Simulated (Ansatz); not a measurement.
The structure below was relaxed with Kohn–Sham DFT with the PBEsol functional, run in Ansatz (a first-principles code) with PAW and 420 eV plane waves, no spin-orbit coupling.

```
CELL_PARAMETERS angstrom
      4.81535     0.00000     0.00000
      0.00000     4.81535     0.00000
      0.00000     0.00000     4.81535
ATOMIC_POSITIONS crystal
  Nb 0.50000 0.50000 0.50000
  K  0.00000 0.00000 0.00000
  S  0.50000 0.50000 0.00000
  S  0.50000 0.00000 0.50000
  S  0.00000 0.50000 0.50000
```

Question: Find the space group and the Wyckoff positions.

Answer: Space group Pm-3m (No. 221); a = 4.8154 Å, b = 4.8154 Å, c = 4.8154 Å, α = 90.00°, β = 90.00°, γ = 90.00°

```json
[
 {"atom": "Nb", "site": "1b", "symmetry": "m-3m", "x": "0.5000", "y": "0.5000", "z": "0.5000"},
 {"atom": "K", "site": "1a", "symmetry": "m-3m", "x": "0.0000", "y": "0.0000", "z": "0.0000"},
 {"atom": "S", "site": "3c", "symmetry": "4/mm.m", "x": "0.0000", "y": "0.5000", "z": "0.5000"}
]
```

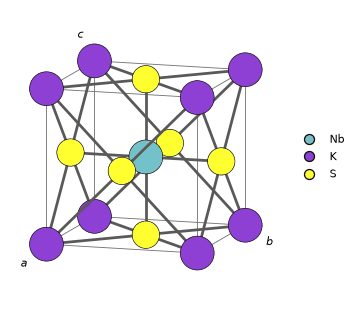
Figure. The conventional cell

Whether these cells are dynamically stable was not tested. All final runs are without spin polarisation. The cell was made from KNbO3 by this change: O → S; the result is a hypothetical phase, not in the database extracts checked. KNbS3 has a high density of states at the Fermi level and may be magnetic at this level.
